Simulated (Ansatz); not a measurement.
```yaml
atoms:
  - { symbol: Ta, position_ang: [-0.3047, 0.0012, 0.0115] }
  - { symbol: Cl, position_ang: [3.4027, -0.0033, 0.5416] }
  - { symbol: F, position_ang: [0.0251, 0.0015, 1.8588] }
  - { symbol: Cl, position_ang: [0.8414, -0.0014, -2.0232] }
  - { symbol: F, position_ang: [-0.9516, 1.7639, -0.0997] }
  - { symbol: F, position_ang: [-0.9462, -1.7634, -0.1005] }
  - { symbol: H, position_ang: [3.1133, 0.0015, -0.7285] }
```

Core potentials replace the inner electrons of Ta.

These are results of UKS PBE/def2-SVP in Ansatz, not measurements.

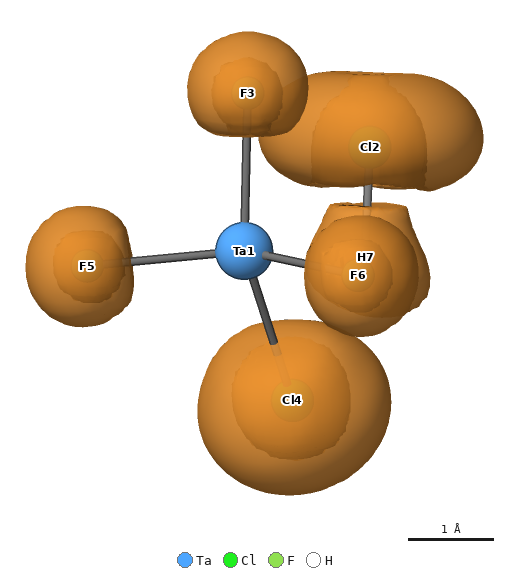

ClF3Ta···HCl (doublet). Isosurface of the ELF at 0.8 (orange), seen at an oblique angle. Only the valence region is drawn (cores and ρ < 0.01 e/Å³ removed).

Q: Where are the electrons localised?

A: The ELF exceeds this value in one region around a hydrogen nucleus, one ring or bowl of non-bonding electrons around Cl, one region wrapped around Cl (its valence shell) and three regions wrapped around F (the valence shell of each). Profiles from the grid: Ta1···Cl2 (3.75 Å): the ELF dips to about 0.05 between them (a weak contact between the two molecules). Ta–F (1.88 Å): the ELF peaks at about 0.85 in the valence shell of F, 0.5 Å from its nucleus, and drops to about 0.25 between the two atoms.
